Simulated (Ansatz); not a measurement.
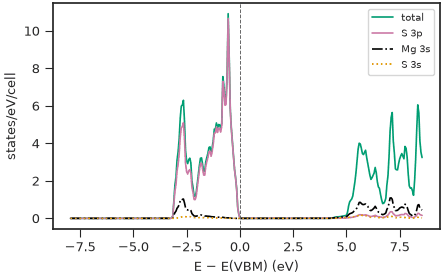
Figure. Total and projected density of states of MgS (wurtzite, P6_3mc), r²SCAN (plane waves, PAW; program Ansatz)

Question: Which orbitals carry the states next to the gap?

Answer: Top 1 eV of the valence band: S 3p 97 %. Bottom 1 eV of the conduction band: Mg 3s 50 %, S 3s 20 %, S 3p 7 %, outside the projected shells 23 %. Projections are on Löwdin-orthogonalised atomic valence shells; empty p or d shells of many metals are not among them.

Question: Where is the tallest occupied peak in this window, and what makes it?

Answer: Near -0.5 eV, about 11 states/eV per cell; the largest projected share is S 3p.

A made-up cell: these elements were put on the sites of a structure type; the Crystallography Open Database copy checked does not list it. COD files the formula under space group No. 225, so this cell is another polymorph or a model. Whether it is the stable phase at ambient conditions was not checked. The r²SCAN relaxation kept the symmetry of its start; its stability against distortions is not shown here.

Potentials: the later of the program's two PAW sets.
